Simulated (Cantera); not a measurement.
Feed: 1 mol SiCl₄, 2 mol HCl, 14 mol H₂, equilibrated at 0.170 bar.

Cantera equilibrium calculation (NASA polynomials, part measured and part estimated; ideal gas, pure solids and liquids). Candidate condensed phases: Si; 19 gas species. The tables' values for SiCl₃ are old estimates; treat these amounts as uncertain. The numbers say what is thermodynamically allowed, not how fast it happens.

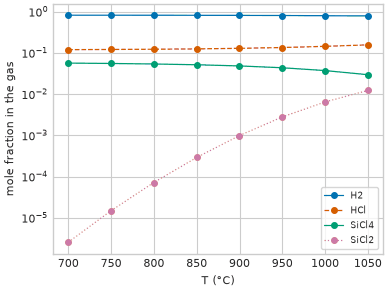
Figure: Equilibrium gas composition (values under 1e-9 drawn at 1e-9)

From 700 °C to 1050 °C nothing is condensed. The main Si-bearing gas is SiCl₄ throughout.
